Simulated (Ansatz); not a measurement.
Rock-salt HfC was calculated with PBE-D4 in Ansatz (plane waves, PAW).

Settings: plane-wave cutoff 520 eV, 20×20×20 k mesh, Fermi–Dirac smearing 0.05 eV, scalar-relativistic PAW data made under PBE.

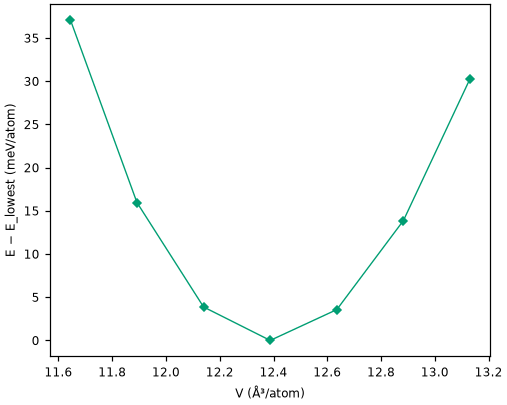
Figure: Total energy against volume

**Question.** From the curve, estimate the equilibrium volume and the bulk modulus.

**Answer.** V0 ≈ 12.4 Å³/atom and B0 ≈ 240 GPa; the fit gives V0 = 12.389 Å³/atom, B0 = 240 GPa, B′ = 3.9.

Measured, for comparison: bulk modulus 242 GPa (room temperature, no zero-point or thermal correction, our sources range from 242 to 286; as tabulated in Synthesis of Binary Transition Metal Nitrides, Carbides and Borides from the …); equilibrium volume per atom 12.47 Å³/atom (temperature not stated, no zero-point or thermal correction; as tabulated in Zhang et al. (2018), doi:10.1088/1367-2630/aac7f0). Computed (rounded) less measured: bulk modulus not scored (sources differ), equilibrium volume per atom -0.6 %. A static lattice is as a rule a little smaller and stiffer than an uncorrected measurement, which narrows the difference in the equilibrium volume per atom and would widen misses of the other sign.

Spin–orbit coupling is not included.

The computed numbers hold no vibrational or temperature effects.

Ansatz is a first-principles code.
